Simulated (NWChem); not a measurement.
**AlClF2 (SMILES [F][Al]([F])[Cl]) at MP2/pcseg-0**

Aim: the vertical ionisation energy of AlClF2 at MP2/pcseg-0, from 2 runs. 

Program for the calculation: NWChem 7.3.0.

### Step 1. The system as given

AlClF2: 4 atoms, total charge 0, spin state singlet. As SMILES, `[F][Al]([F])[Cl]`. The coordinates come from a PBE0-D4/def2-TZVP relaxation.

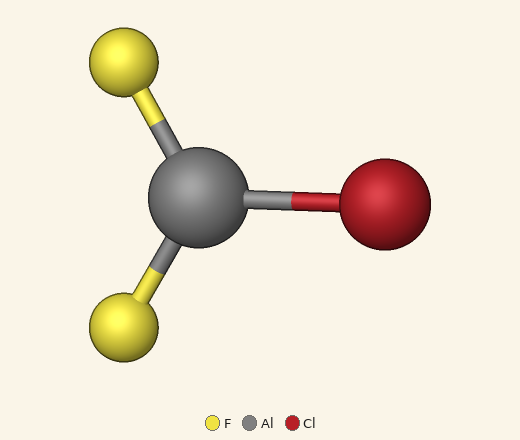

The structure, seen from a chosen angle (fluorine yellow, aluminium grey, chlorine red).

### Step 2. A single-point energy at MP2/pcseg-0

alclf2.nw reads:

```
start alclf2
title "AlClF2"
memory total 2200 mb
geometry units angstroms noautosym nocenter noautoz
   F        0.997200       0.721760       1.149640
   Al       0.069280      -0.050750       0.053570
   F        0.273490      -1.653820      -0.164660
   Cl      -1.339980       0.982810      -1.038560
end
basis spherical bse
   * library pcseg-0
end
scf
   thresh 1e-08
   maxiter 80
   print low
end
mp2
   freeze core 12
   tight
end
task mp2 energy
```

Started as:

```sh
$ nwchem alclf2.nw > alclf2.out
```

What it wrote:

```text
[...]
  functions       =    44
[...]
  wavefunction    = RHF
[...]
         Total SCF energy =   -899.056186090924
      One-electron energy =  -1644.179997183349
      Two-electron energy =    546.775861554902
 Nuclear repulsion energy =    198.347949537523
        Time for solution =      0.6s
[...]
          Total MP2 energy          -899.376489853324
[...]
```

Run time: 1.4 s. Hardware: 1 thread of Intel Xeon 6975P-C (Granite Rapids), shared host; peak memory 0.1 GiB.

### Step 3. The doublet cation at the same level

alclf2.nw reads:

```
start alclf2
title "AlClF2"
memory 2200 mb
charge 1
geometry units angstroms noautosym nocenter noautoz
  F      0.997200     0.721760     1.149640
  Al     0.069280    -0.050750     0.053570
  F      0.273490    -1.653820    -0.164660
  Cl    -1.339980     0.982810    -1.038560
end
basis "ao basis" spherical bse
  * library pcseg-0
end
scf
  nopen 1
  uhf
  thresh 1e-08
  maxiter 80
  noprint "final vectors analysis"
end
mp2
  freeze core 12
  tight
end
task mp2
```

Started as:

```sh
$ nwchem alclf2.nw > alclf2.out
```

What it wrote:

```text
[...]
  functions       =    44
[...]
  wavefunction    = UHF
[...]
         Total SCF energy =   -898.602011540034
      One electron energy =  -1630.426286784614
      Two electron energy =    533.476325707056
 Nuclear repulsion energy =    198.347949537523
                       Sz =      0.5000
                 Sz(Sz+1) =      0.7500
                      S^2 =      0.7509
[...]
          Total MP2 energy          -898.914560531906
[...]
```

Wall time 3.9 s (1 thread of Intel Xeon 6975P-C (Granite Rapids), shared host); peak memory 0.11 GiB.

### Step 4. Outcome

Level: MP2/pcseg-0, 12 core orbitals frozen.

```
                                                    quantity          value
                                singlet AlClF2: total energy  -899.37649 Eh
singlet AlClF2: correlation energy (12 core orbitals frozen)     -320.3 mEh
                                doublet cation: total energy  -898.91456 Eh
doublet cation: correlation energy (12 core orbitals frozen)     -312.5 mEh
           doublet cation: ⟨S²⟩ of the reference determinant          0.751
          vertical ionisation energy (to the doublet cation)      12.570 eV
```

**Reading.** Removing an electron at fixed nuclei costs 12.57 eV (1213 kJ/mol). Mulliken charges (doublet cation) run from -0.59 on F1 to +1.97 on Al2.
